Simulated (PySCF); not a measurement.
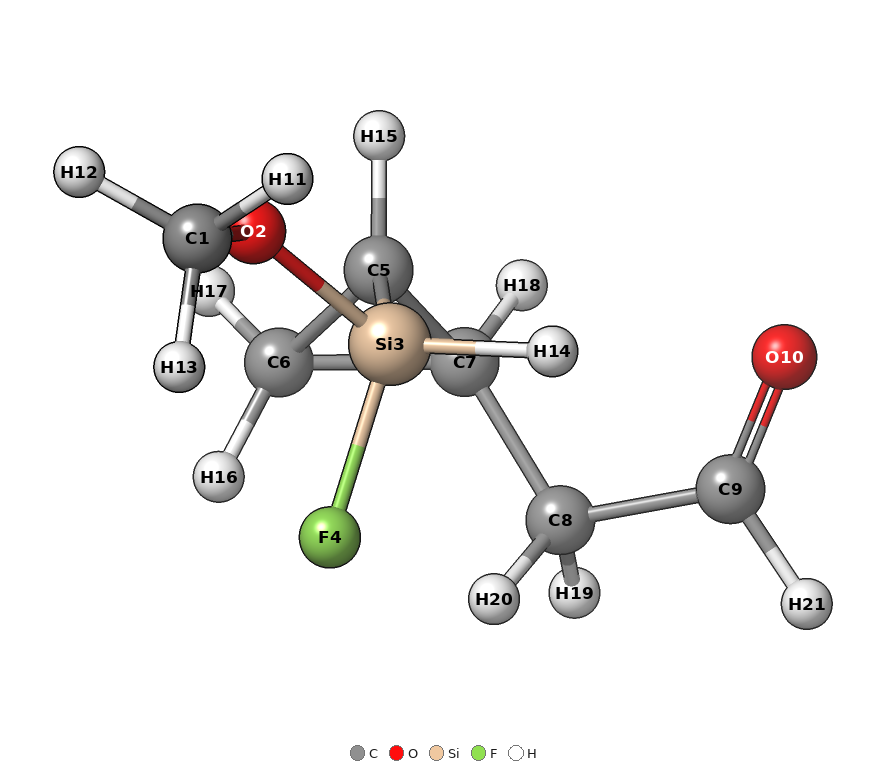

The geometry was computed by an optimisation with GFN2-xTB. No frequency run is at hand to confirm it as a minimum. Electric field gradients from the ground-state density, PBE0/pcSseg-1 (PySCF 2.14.0), non-relativistic apart from any core potentials.

Give the largest field-gradient component, the quadrupole coupling constant and the asymmetry for 17O at O2 (Q = −25.6 mb), 17O at O10 (Q = −25.6 mb), 2H at H11 (Q = 2.86 mb), 2H at H12 (Q = 2.86 mb), 2H at H13 (Q = 2.86 mb), 2H at H14 (Q = 2.86 mb).

```csv
atom,V_zz (a.u.),e²qQ/h (MHz),η
O2,1.713,−10.30,0.28
O10,−2.047,12.31,0.59
H11,0.298,0.201,0.08
H12,0.302,0.203,0.07
H13,0.297,0.200,0.09
H14,0.164,0.110,0.03
```

The geometry is semi-empirical. Around Si such bond lengths and angles can be off by a tenth of an ångström or more and by several degrees, and values that hang on the shape move with them.
